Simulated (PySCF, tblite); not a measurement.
# C₆H₉NO₂: a rotation path, then NMR shifts on frames

How do NMR shifts of C₆H₉NO₂ (`CCC(=O)O[C@@H](C)C#N`) change as the atoms move?

Computed with tblite 0.8.0 and PySCF 2.14.0, with density-fitted response routines of our own, on a single molecule in the gas phase. Atoms count from 0, in the outputs and in this text.

## Step 1: Starting geometry

18 atoms, charge 0, multiplicity 1; geometry from: GFN2-xTB.

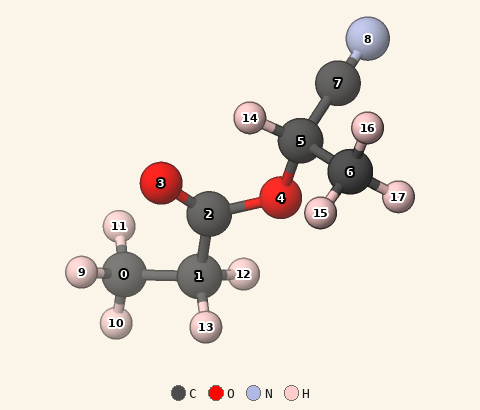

The starting geometry (carbon dark grey, oxygen red, nitrogen light blue, hydrogen pink), atoms numbered.

## Step 2: A band between two rotamers with GFN2-xTB

What the job is given:

```
{"job": {"kind": "neb", "xc": "GFN2-xTB", "basis": "xTB", "atoms": [7, 5, 4, 2], "turn": 120}, "charge": 0, "multiplicity": 1}
C      3.050819     0.324337    -0.615412
C      1.875365    -0.477268    -0.070811
C      0.554327     0.163618    -0.418215
O      0.334449     0.864957    -1.367210
O     -0.377760    -0.182139     0.485504
C     -1.712064     0.308923     0.294681
C     -2.679651    -0.862497     0.129880
C     -2.071457     1.112316     1.449949
N     -2.349258     1.735009     2.365971
H      2.922869     0.496497    -1.680910
H      3.980606    -0.213788    -0.452219
H      3.114722     1.289192    -0.118894
H      1.932295    -0.594596     1.011877
H      1.866297    -1.476642    -0.514885
H     -1.716830     0.953150    -0.599513
H     -2.420200    -1.426582    -0.762780
H     -3.696561    -0.490711     0.035417
H     -2.616729    -1.517456     0.995919
```

Method: GFN2-xTB climbing-image nudged elastic band, gas phase.

Started as:

```console
OMP_NUM_THREADS=1 python probes_run.py task.json out
```

This one command runs all jobs of the session in turn.

Standard output:

```text
image   E - E0 / eV
  0       0.0000
  1       0.0053
  2       0.0175
  3       0.0409
  4       0.0814
  5       0.1376
  6       0.1188
  7       0.0482
  8       0.0318
```

Run time: 6 s. Hardware: 1 thread of Intel Xeon at 2.80GHz, shared host; peak memory 0.19 GiB.

The final band, with the dihedral C7–C5–O4–C2:

```tsv
image	dihedral (°)	energy (eV)	energy (kcal/mol)
0	-120	0.000	0.0
1	-99	0.005	0.1
2	-77	0.017	0.4
3	-57	0.041	0.9
4	-39	0.081	1.9
5	-13	0.138	3.2
6	19	0.119	2.7
7	43	0.048	1.1
8	54	0.032	0.7
```

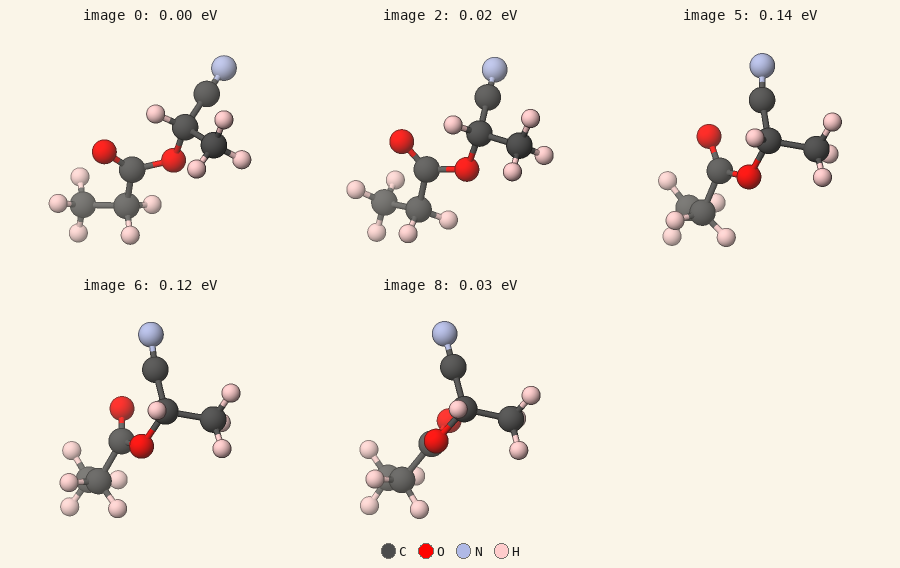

Images along the band.

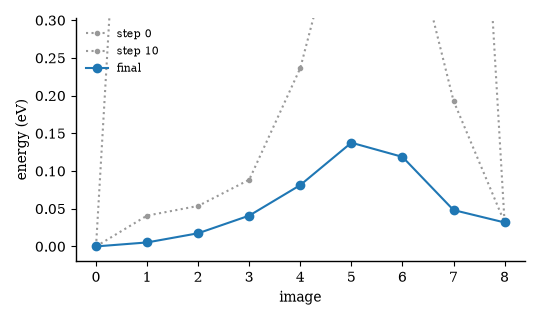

Energy along the band, early and final.

## Step 3: Shielding tensors: image 0, PBE0/pcSseg-1

What the job is given:

```
{"job": {"kind": "nmr", "xc": "PBE0", "basis": "pcSseg-1", "pop": false}, "charge": 0, "multiplicity": 1}
C      3.050800     0.324300    -0.615400
C      1.875400    -0.477300    -0.070800
C      0.554300     0.163600    -0.418200
O      0.334400     0.865000    -1.367200
O     -0.377800    -0.182100     0.485500
C     -1.712100     0.308900     0.294700
C     -2.679700    -0.862500     0.129900
C     -2.071500     1.112300     1.449900
N     -2.349300     1.735000     2.366000
H      2.922900     0.496500    -1.680900
H      3.980600    -0.213800    -0.452200
H      3.114700     1.289200    -0.118900
H      1.932300    -0.594600     1.011900
H      1.866300    -1.476600    -0.514900
H     -1.716800     0.953200    -0.599500
H     -2.420200    -1.426600    -0.762800
H     -3.696600    -0.490700     0.035400
H     -2.616700    -1.517500     0.995900
```

Level: GIAO PBE0/pcSseg-1 NMR shielding, non-relativistic, gas phase.

Standard output:

```text
coarse grid: 15336 points
cycle   1  E = -438.4396187127  dE =  1.348e+00  |g| = 9.748e-01  |ddm| = 3.749e+00
cycle   2  E = -437.9549522548  dE =  4.847e-01  |g| = 1.856e+00  |ddm| = 1.903e+00
cycle   3  E = -438.6082271756  dE = -6.533e-01  |g| = 3.151e-01  |ddm| = 1.401e+00
cycle   4  E = -438.6266362155  dE = -1.841e-02  |g| = 9.140e-02  |ddm| = 2.477e-01
cycle   5  E = -438.6279366898  dE = -1.300e-03  |g| = 3.208e-02  |ddm| = 6.897e-02
cycle   6  E = -438.6281331284  dE = -1.964e-04  |g| = 1.087e-02  |ddm| = 2.580e-02
cycle   7  E = -438.6281536069  dE = -2.048e-05  |g| = 4.485e-03  |ddm| = 8.757e-03
cycle   8  E = -438.6281575239  dE = -3.917e-06  |g| = 6.650e-04  |ddm| = 3.059e-03
final grid: 149008 points
cycle   9  E = -438.7024847132  dE = -3.282e-05  |g| = 1.376e-02  |ddm| = 3.282e-02
cycle  10  E = -438.7024426988  dE =  4.201e-05  |g| = 2.060e-02  |ddm| = 2.078e-02
cycle  11  E = -438.7025201079  dE = -7.741e-05  |g| = 2.120e-03  |ddm| = 1.289e-02
cycle  12  E = -438.7025209169  dE = -8.090e-07  |g| = 5.203e-04  |ddm| = 1.481e-03
cycle  13  E = -438.7025209603  dE = -4.339e-08  |g| = 1.912e-04  |ddm| = 4.510e-04
cycle  14  E = -438.7025209671  dE = -6.772e-09  |g| = 5.918e-05  |ddm| = 1.555e-04
cycle  15  E = -438.7025209676  dE = -5.183e-10  |g| = 3.276e-05  |ddm| = 5.801e-05
cycle  16  E = -438.7025209678  dE = -2.223e-10  |g| = 5.173e-06  |ddm| = 2.202e-05
converged SCF energy = -438.7025209678

GIAO shielding tensors (ppm)
atom      isotropic    diamagn.    paramagn.     s11        s22        s33       span
  0 C      175.966     244.792     -68.826    167.148    174.658    186.093     18.944
  1 C      155.509     250.572     -95.064    138.723    149.354    178.448     39.725
  2 C        8.417     253.586    -245.169    -96.995     52.970     69.277    166.272
  3 O      -80.305     403.791    -484.095   -365.741   -211.722    336.549    702.291
  4 O      110.666     404.953    -294.286    -50.123    175.593    206.528    256.651
  5 C      131.470     241.165    -109.695     95.339    134.058    165.012     69.673
  6 C      164.283     245.253     -80.970    143.218    163.722    185.910     42.692
  7 C       64.093     261.970    -197.877    -54.740    -49.337    296.356    351.096
  8 N      -38.140     340.299    -378.439   -205.835   -188.609    280.023    485.858
  9 H       30.004      28.595       1.409     25.413     28.812     35.787     10.374
 10 H       30.695      26.549       4.146     26.078     27.926     38.082     12.004
 11 H       30.641      28.837       1.804     26.308     28.831     36.784     10.476
 12 H       29.215      32.386      -3.170     24.050     30.168     33.427      9.377
 13 H       29.335      30.879      -1.544     24.829     29.179     33.997      9.168
 14 H       25.417      29.881      -4.464     22.111     25.692     28.448      6.337
 15 H       30.332      29.535       0.797     26.053     28.549     36.393     10.340
 16 H       30.289      26.523       3.765     26.299     27.657     36.910     10.610
 17 H       29.826      28.658       1.167     26.327     28.271     34.878      8.551
```

It took 34 s on 1 thread of Intel Xeon at 2.80GHz, shared host; peak memory 0.87 GiB.

Shifts follow as δ = σ(reference) − σ, with reference shieldings (ppm) from runs at the same level and on the same kind of geometry: 1H TMS 31.72, 13C TMS 186.9, 15N NH3 267.7, 17O H2O 336.1. The references are single molecules in the gas phase, so shifts against H2O, NH3, PH3, H3PO4 or CFCl3 are not on the usual liquid scales and can be off by tens of ppm. Each atom is listed at this fixed geometry, with no averaging over motion; a spectrum would average atoms that exchange fast.

```tsv
atoms	environment	σ (ppm)	δ (ppm)
C2	ester carbonyl carbon	8.4	178.5
C7	nitrile carbon	64.1	122.8
C5	sp3 CH bonded to O, α to a nitrile	131.5	55.5
C1	sp3 CH2 α to a carbonyl	155.5	31.4
C6	methyl carbon	164.3	22.6
C0	methyl carbon	176.0	11.0
H14	hydrogen on an sp3 CH bonded to O, α to a nitrile	25.42	6.30
H12	hydrogen on an sp3 CH2 α to a carbonyl	29.22	2.50
H13	hydrogen on an sp3 CH2 α to a carbonyl	29.33	2.38
H17	hydrogen on a methyl carbon	29.83	1.89
H9	hydrogen on a methyl carbon	30.00	1.71
H16	hydrogen on a methyl carbon	30.29	1.43
H15	hydrogen on a methyl carbon	30.33	1.39
H11	hydrogen on a methyl carbon	30.64	1.08
H10	hydrogen on a methyl carbon	30.69	1.02
O3	ester carbonyl oxygen	-80.3	416.4
O4	ester alkoxy oxygen	110.7	225.4
N8	nitrile nitrogen	-38.1	305.9
```

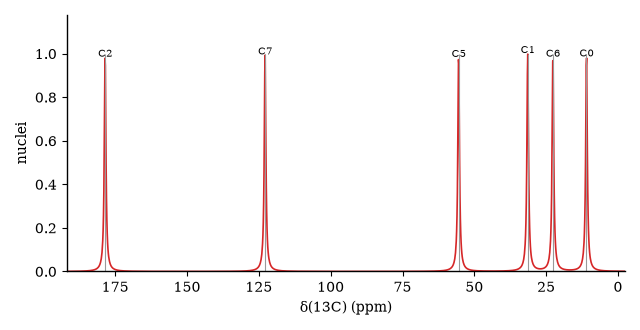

13C lines at the computed shifts, without couplings. Lines are broadened to a width of 0.67 ppm (Lorentzian).

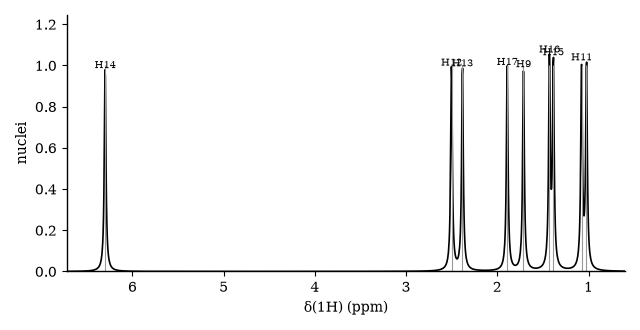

1H lines at the computed shifts, without couplings. Lines are broadened to a width of 0.02 ppm (Lorentzian).

## Step 4: NMR shieldings: image 2, PBE0/pcSseg-1

What the job is given:

```
{"job": {"kind": "nmr", "xc": "PBE0", "basis": "pcSseg-1", "pop": false}, "charge": 0, "multiplicity": 1}
C      3.057700     0.408300    -0.347400
C      1.856700    -0.528700    -0.312700
C      0.558400     0.226500    -0.459900
O      0.400200     1.261900    -1.044800
O     -0.442400    -0.442800     0.140500
C     -1.749800     0.143100     0.072100
C     -2.776400    -0.936200     0.401800
C     -1.840100     1.241100     1.022300
N     -1.894300     2.085100     1.789100
H      3.025800     1.022000    -1.243600
H      3.981200    -0.164300    -0.342700
H      3.050700     1.067700     0.516700
H      1.821500    -1.105500     0.611900
H      1.910200    -1.234100    -1.147000
H     -1.903300     0.556600    -0.937100
H     -2.724600    -1.730700    -0.337800
H     -3.775700    -0.509100     0.403800
H     -2.564600    -1.354600     1.382900
```

Level: GIAO PBE0/pcSseg-1 NMR shielding, non-relativistic, gas phase.

Standard output:

```text
coarse grid: 15336 points
cycle   1  E = -438.4371849061  dE =  1.350e+00  |g| = 9.790e-01  |ddm| = 3.757e+00
cycle   2  E = -437.9467736577  dE =  4.904e-01  |g| = 1.866e+00  |ddm| = 1.950e+00
cycle   3  E = -438.6086507162  dE = -6.619e-01  |g| = 3.107e-01  |ddm| = 1.436e+00
cycle   4  E = -438.6264949437  dE = -1.784e-02  |g| = 9.242e-02  |ddm| = 2.463e-01
cycle   5  E = -438.6278398937  dE = -1.345e-03  |g| = 3.251e-02  |ddm| = 7.017e-02
cycle   6  E = -438.6280410199  dE = -2.011e-04  |g| = 1.099e-02  |ddm| = 2.585e-02
cycle   7  E = -438.6280621281  dE = -2.111e-05  |g| = 4.469e-03  |ddm| = 8.786e-03
cycle   8  E = -438.6280659856  dE = -3.857e-06  |g| = 6.725e-04  |ddm| = 3.053e-03
final grid: 149008 points
cycle   9  E = -438.7021584509  dE = -2.851e-05  |g| = 1.376e-02  |ddm| = 2.980e-02
cycle  10  E = -438.7021172803  dE =  4.117e-05  |g| = 2.050e-02  |ddm| = 2.083e-02
cycle  11  E = -438.7021938918  dE = -7.661e-05  |g| = 2.031e-03  |ddm| = 1.283e-02
cycle  12  E = -438.7021946456  dE = -7.539e-07  |g| = 4.990e-04  |ddm| = 1.439e-03
cycle  13  E = -438.7021946855  dE = -3.990e-08  |g| = 1.819e-04  |ddm| = 4.313e-04
cycle  14  E = -438.7021946916  dE = -6.096e-09  |g| = 5.167e-05  |ddm| = 1.508e-04
cycle  15  E = -438.7021946920  dE = -3.913e-10  |g| = 2.941e-05  |ddm| = 5.214e-05
converged SCF energy = -438.7021946920

GIAO shielding tensors (ppm)
atom      isotropic    diamagn.    paramagn.     s11        s22        s33       span
  0 C      175.952     245.119     -69.168    167.030    174.785    186.040     19.009
  1 C      155.775     250.874     -95.099    139.440    149.427    178.458     39.018
  2 C        7.273     253.976    -246.703    -97.619     51.591     67.847    165.467
  3 O     -102.862     404.557    -507.419   -391.845   -241.583    324.842    716.686
  4 O      106.740     404.894    -298.154    -53.827    155.087    218.959    272.786
  5 C      128.622     242.275    -113.653    104.753    121.755    159.359     54.606
  6 C      165.707     244.837     -79.130    148.006    163.264    185.851     37.844
  7 C       64.038     263.429    -199.391    -55.701    -48.334    296.150    351.852
  8 N      -38.297     340.917    -379.214   -202.685   -189.764    277.558    480.243
  9 H       29.995      28.801       1.194     25.450     28.748     35.786     10.336
 10 H       30.708      26.769       3.939     26.113     27.908     38.102     11.989
 11 H       30.580      29.448       1.132     26.253     28.878     36.608     10.355
 12 H       29.265      32.696      -3.431     24.205     30.132     33.458      9.254
 13 H       29.319      30.607      -1.288     24.902     28.963     34.092      9.190
 14 H       26.495      30.139      -3.644     23.612     26.583     29.290      5.678
 15 H       30.176      28.695       1.481     25.942     27.826     36.760     10.818
 16 H       30.200      25.983       4.217     26.014     27.920     36.666     10.653
 17 H       29.807      28.693       1.114     26.255     28.268     34.897      8.642
```

Wall time 31 s (1 thread of Intel Xeon at 2.80GHz, shared host); peak memory 0.86 GiB.

In short: δ C2 179.7, C7 122.9, C5 58.3, C1 31.2, H14 5.22, H12 2.45 ppm.

(Part 1 of 2 ends here.)
